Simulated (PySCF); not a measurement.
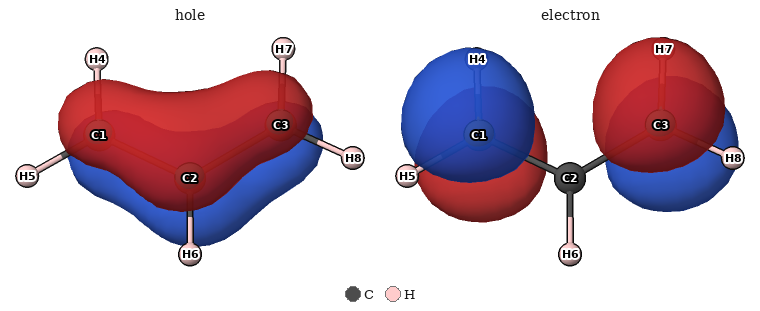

C$_{3}$H$_{5}$, charge +1, SMILES `C=C[CH2+]`. Leading natural transition orbital pair of S₃ (TDA singlet states); the surfaces enclose about 70 % of each orbital's density.

Level of theory: BHandHLYP/def2-SVPD (PySCF), at a geometry from GFN2-xTB. No frequency check shows the geometry to be a minimum.

Coordinates in Å:

```
C1       1.1966   -0.2062    0.0000
C2       0.0000    0.4769    0.0000
C3      -1.1966   -0.2063    0.0000
H4       1.2310   -1.2913    0.0000
H5       2.1469    0.3170    0.0000
H6      -0.0004    1.5624    0.0000
H7      -1.2309   -1.2913    0.0000
H8      -2.1469    0.3169    0.0000
```

### Give its energy, strength and character.

6.30 eV (197 nm), f = 0.591 (bright), π → π*; the leading pair carries 94 %; hole on C2 (41 %) and C1 and C3 (24 % each), electron on C1 and C3 (36 % each) and C2 (10 %); their centroids lie 0.3 Å apart. In canonical orbitals it is mainly HOMO → LUMO (94 %). The HOMO–LUMO gap is 7.64 eV.
